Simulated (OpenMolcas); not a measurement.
**PW6B95/ANO-S-VDZ run of C7H8 (SMILES C1=CC=CCC=C1)**

What is the vertical electron affinity of C7H8 at PW6B95/ANO-S-VDZ? 

Program for the calculation: OpenMolcas 26.06.

## 1. The structure to begin with

C7H8 has 15 atoms, charge 0, and is taken as a singlet. As SMILES, `C1=CC=CCC=C1`. Geometry: relaxed at GFN2-xTB.

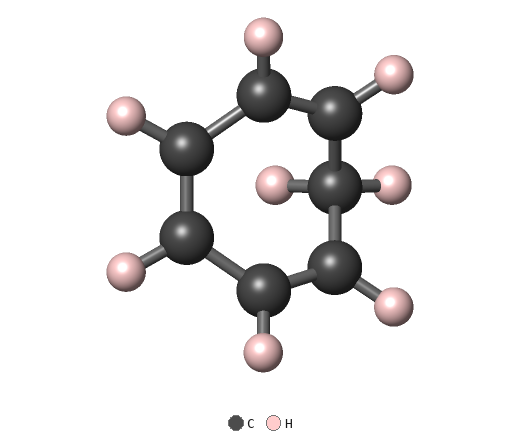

Viewed from a chosen angle; carbon dark grey, hydrogen pink.

## 2. Energy and forces at PW6B95/ANO-S-VDZ

File geom.xyz:

```xyz
15

C     -0.827980    -0.064080     1.392350
C      0.473590    -0.412190     1.494730
C      1.309830    -0.778210     0.386650
C      1.221320    -0.251130    -0.840490
C      0.334040     0.920110    -1.118100
C     -1.047120     0.354740    -1.018700
C     -1.563560    -0.010270     0.160820
H     -1.404630     0.050810     2.301950
H      0.891280    -0.563820     2.482550
H      2.038960    -1.555300     0.579710
H      1.795330    -0.661440    -1.659530
H      0.525420     1.348200    -2.099770
H      0.478000     1.685140    -0.349460
H     -1.622920     0.251260    -1.928340
H     -2.601560    -0.313810     0.215620
```

File job.inp:

```
&GATEWAY
 Coord = geom.xyz
 Basis = ANO-S-VDZ
 Group = NoSym

&SEWARD

&SCF
 KSDFT = HYB_MGGA_XC_PW6B95
 PrOrbitals = 0

&ALASKA
```

On the command line:

```bash
export MOLCAS_MEM=1860
pymolcas job.inp > job.log
```

What it wrote:

```text
--- Start Module: gateway ---
[...]
--- Stop Module: gateway /rc=_RC_ALL_IS_WELL_ ---
[...]
      Basis functions           79
[...]
--- Start Module: scf ---
[...]
       Convergence after  13 Iterations
[...]
::    Total KS-DFT energy                            -271.8210757977
[...]
      Total spin, S                                     0.0000000000
[...]
      Total electronic charge=   50.000000
      Total            charge=   -0.000000
[...]
      Dipole Moment (debye):
      Origin of the operator (angstrom)=   -0.0119   -0.0288    0.0546
                   X=  8.9717E-03               Y= -7.6787E-02               Z= -3.8772E-01           Total=  3.9536E-01
      Quadrupole Moment (debye*angstrom):
[...]
--- Stop Module: scf /rc=_RC_ALL_IS_WELL_ ---
[...]
--- Start Module: alaska ---
[...]
 *              Molecular gradients               *
 **************************************************
  Irreducible representation: a
 ------------------------------------------------------------------------------------------
                              X                       Y                       Z
 ------------------------------------------------------------------------------------------
  C1                1.20296316337685E-02   -4.62441444217498E-03   -2.88127981243846E-03
  C2               -1.19716964602832E-02    1.75697634777516E-03   -4.52439896998946E-03
  C3               -4.58778351559008E-03    6.51240001866427E-03   -1.14389397497732E-02
  C4               -3.21462343997769E-03   -5.46519636225262E-03    1.45705398995108E-02
  C5                3.14539724028950E-04    1.57310043126380E-03    7.33071961468212E-04
  C6               -2.20038638883668E-03   -5.68685485686116E-03    1.47587282743142E-02
  C7                8.97004881891306E-03    2.91276064146118E-03   -1.08342687753167E-02
  H8                1.56780247122645E-03    3.32443455801246E-04   -4.76031655780496E-03
[...]
--- Stop Module: alaska /rc=_RC_ALL_IS_WELL_ ---
[...]
```

It took 36 s on 1 thread of Arm Neoverse V2, shared host; peak memory 0.44 GiB.

## 3. The doublet anion, same level

geom.xyz is that of step 2.

File job.input:

```
* C7H8 Kohn-Sham DFT
>>> EXPORT MOLCAS_PRINT=2

&GATEWAY
  COORD=geom.xyz
  BASIS=ANO-S-VDZ
  GROUP=NoSym

&SEWARD

&SCF
  UHF
  CHARGE=-1
  SPIN=2
  KSDFT=HYB_MGGA_XC_PW6B95
  PRORBITALS=0

&ALASKA
```

On the command line:

```bash
export MOLCAS_MEM=1860
pymolcas job.input > job.log
```

What it wrote:

```text
--- Start Module: gateway ---
[...]
--- Stop Module: gateway /rc=_RC_ALL_IS_WELL_ ---
[...]
      Basis functions           79
[...]
--- Start Module: scf ---
[...]
       Convergence after  18 Iterations
[...]
::    Total KS-DFT energy                            -271.7845821921
[...]
      Total spin, S                                     0.5068818502
[...]
      Total electronic charge=   51.000000
      Total            charge=   -1.000000
[...]
      Dipole Moment (debye):
      Origin of the operator (angstrom)=   -0.0119   -0.0288    0.0546
                   X=  4.5900E-02               Y= -8.9403E-02               Z= -8.9660E-01           Total=  9.0222E-01
      Center of Charge (angstrom)
[...]
--- Stop Module: scf /rc=_RC_ALL_IS_WELL_ ---
[...]
--- Start Module: alaska ---
[...]
 *              Molecular gradients               *
 **************************************************
  Irreducible representation: a
 ------------------------------------------------------------------------------------------
                              X                       Y                       Z
 ------------------------------------------------------------------------------------------
  C1                6.24517586613553E-02   -1.30437276320541E-02    1.73912638080012E-02
  C2               -6.22997256853628E-02    2.02646571482266E-02    7.79132401510374E-03
  C3                8.57963003109141E-03    4.90228461229592E-04   -4.35718535481850E-02
  C4               -2.07903937119891E-02   -1.37650897832386E-02    3.04132222093525E-02
  C5                6.36986047492183E-03    2.33014801741271E-02   -2.34921413512978E-03
  C6                6.42851875790740E-03   -2.09504090083423E-02    3.26642975392417E-02
  C7               -5.93595281999981E-04    2.95402191395167E-03   -4.47347311530581E-02
  H8               -4.08406621882307E-03    4.82577343645696E-03    6.89267433012475E-03
[...]
--- Stop Module: alaska /rc=_RC_ALL_IS_WELL_ ---
[...]
```

It took 58 s on 1 thread of Arm Neoverse V2, shared host; peak memory 0.44 GiB.

## 4. What came out

At PW6B95/ANO-S-VDZ:

| quantity | value |
| --- | --- |
| singlet C7H8: total energy | -271.82108 Eh |
| singlet C7H8: dipole moment | 0.40 D |
| singlet C7H8: HOMO energy | -6.67 eV |
| singlet C7H8: LUMO energy | -0.77 eV |
| singlet C7H8: HOMO–LUMO gap | 5.90 eV |
| singlet C7H8: largest force on an atom | 0.821 eV/Å |
| doublet anion: total energy | -271.78458 Eh |
| doublet anion: HOMO energy (highest over α and β) | 2.74 eV |
| doublet anion: LUMO energy (lowest over α and β) | 5.13 eV |
| doublet anion: ⟨S²⟩ | 0.764 |
| vertical electron affinity (to the doublet anion) | -0.993 eV |

What this shows: This program's gradients are faulty for this kind of reference, so any forces in the log (doublet anion) can't be trusted; the energy can. The anion lies 0.99 eV (95.8 kJ/mol) above the neutral: the electron isn't bound at this level, and such a value depends on the basis. Without diffuse functions anions come out too high. The largest force (singlet C7H8) is 0.82 eV/Å: the shape isn't a stationary point for this species at this level. The HOMO (doublet anion) lies at positive energy, 2.74 eV; only total energies tell whether the electron is bound.
